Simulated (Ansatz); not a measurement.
H$_{8}$NSi$_{3}$···ClFH

| atom | x (Å) | y (Å) | z (Å) |
| --- | --- | --- | --- |
| Si | 0.6436 | 1.1311 | 0.4836 |
| Cl | 3.0080 | 1.6454 | 0.9714 |
| N | -0.3424 | -0.0924 | -0.2074 |
| Si | -1.1956 | -1.2835 | 0.7472 |
| Si | -0.5577 | -0.1373 | -1.9401 |
| H | 2.3353 | 0.4062 | 1.6542 |
| F | 1.3869 | -0.1677 | 1.6802 |
| H | 0.0465 | 1.8908 | 1.5928 |
| H | 0.9051 | 1.9697 | -0.7087 |
| H | -1.3773 | -0.7561 | 2.1218 |
| H | -0.4671 | -2.5760 | 0.7978 |
| H | -2.5246 | -1.5106 | 0.1223 |
| H | -0.9330 | -1.5295 | -2.3036 |
| H | 0.7092 | 0.2318 | -2.6189 |
| H | -1.6369 | 0.7782 | -2.3927 |

A transition-state structure; geometry: PBE0-D4/def2-TZVP.

These are results of Ansatz 0.2.0, RKS PBE0-D4/def2-TZVPP, not measurements.

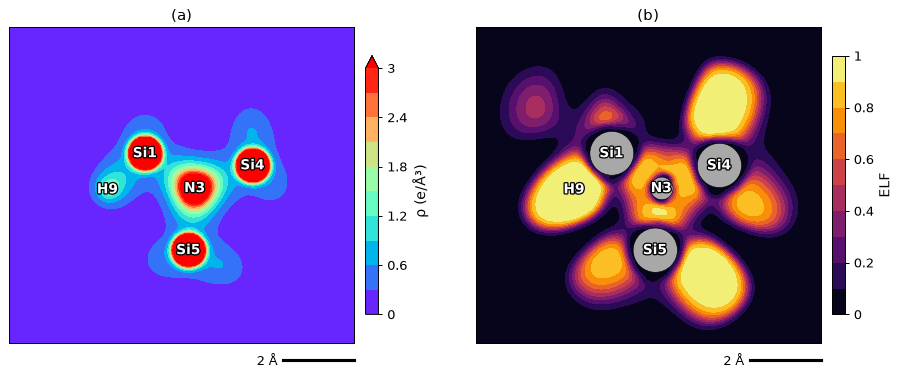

Figure 1. (a) total electron density; (b) electron localisation function on the plane of atoms Si1, N3 and Si5. Grey discs cover the atomic cores in the ELF map.

> Read the bonding off the picture.

Atoms in the plane: Si, N and H. Si–N (1.72 Å): ρ is about 1.1 e/Å³ halfway; the ELF peaks at about 0.90 between the atoms; a shared but strongly polarised pair. Si–H (1.48 Å): the density is about 0.85 e/Å³ at the midpoint; the ELF climbs to about 1 towards the hydrogen, as it does in any bond to H.

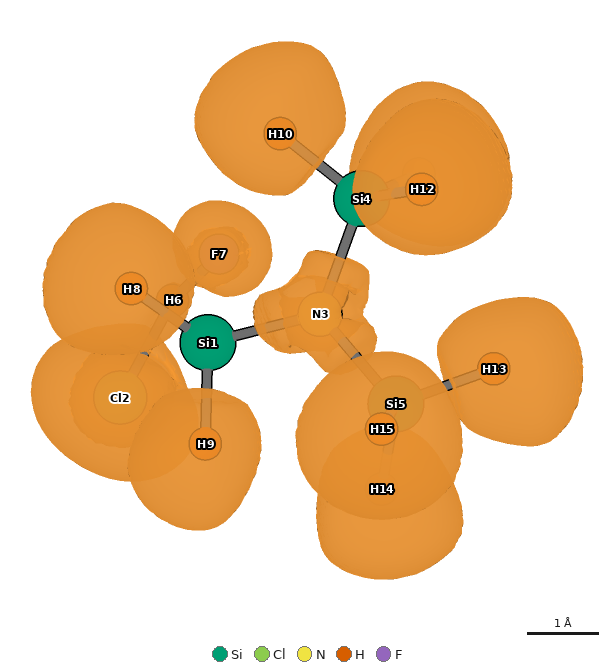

Figure 2. Isosurface of the ELF at 0.8 (orange), seen at a tilt. Only the valence region is drawn (cores and ρ < 0.01 e/Å³ removed).

> Describe the localisation domains.

The surface consists of nine regions around hydrogen nuclei, one region on Cl in which the atom's valence shell and bonds are merged, one region on F in which the atom's valence shell and bonds are merged and one region on N in which the atom's valence shell and bonds are merged. Profiles from the grid: Si1···F7 (1.92 Å): the ELF peaks at about 0.85 in the valence shell of F, 0.6 Å from its nucleus, and is about 0.50 at the midpoint.

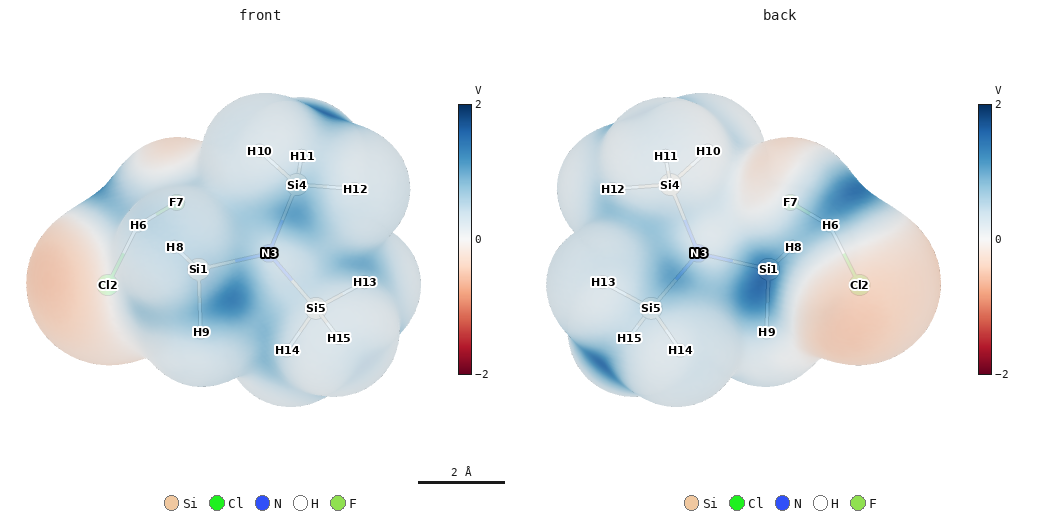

Figure 3. The electrostatic potential painted on the density surface at 0.002 e/bohr³, seen from the front and from behind; the colour scale runs from red (negative) to blue (positive).

> Where is the surface potential most negative and most positive?

The most negative region (about −0.5 V) lies over Cl2, the most positive (about +1.5 V) over Si1, Si4, Si5 and H6.

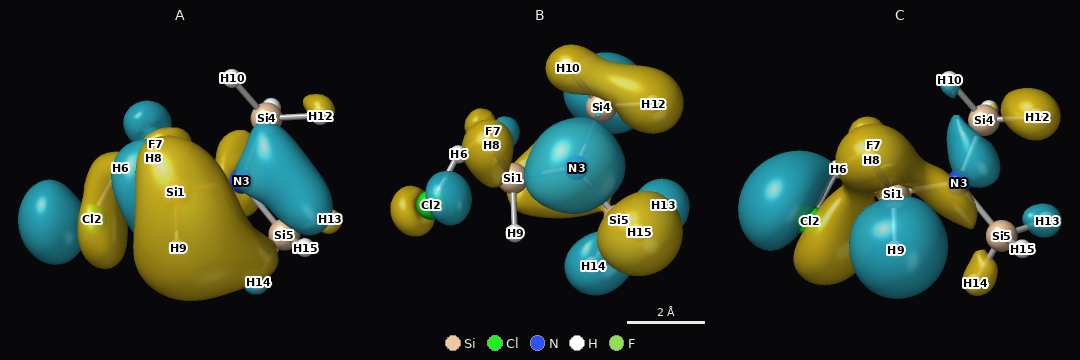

Figure 4. Three frontier orbitals at ±0.06 Å⁻³ᐟ² (yellow and cyan are the two phases), in no order.

> Order the three orbitals by energy and name them.

C is the HOMO−1 (−8.85 eV). Its weight (Hirshfeld) is mainly on Cl2 (about 45 %), H9 (about 20 %) and Si1 (about 15 %). B is the HOMO (−8.15 eV). It lies mainly on N3 (about 40 %), Si5 (about 10 %), Si4 (about 10 %), H15 (about 10 %), Si1 (about 5 %) and H11 (about 5 %). A is the LUMO (−0.85 eV). By Hirshfeld shares it lies mainly on Si1 (about 45 %), Cl2 (about 15 %), H9 (about 10 %), F7 (about 5 %), Si5 (about 5 %) and N3 (about 5 %).

> What is the HOMO–LUMO gap?

7.30 eV between the orbital energies.
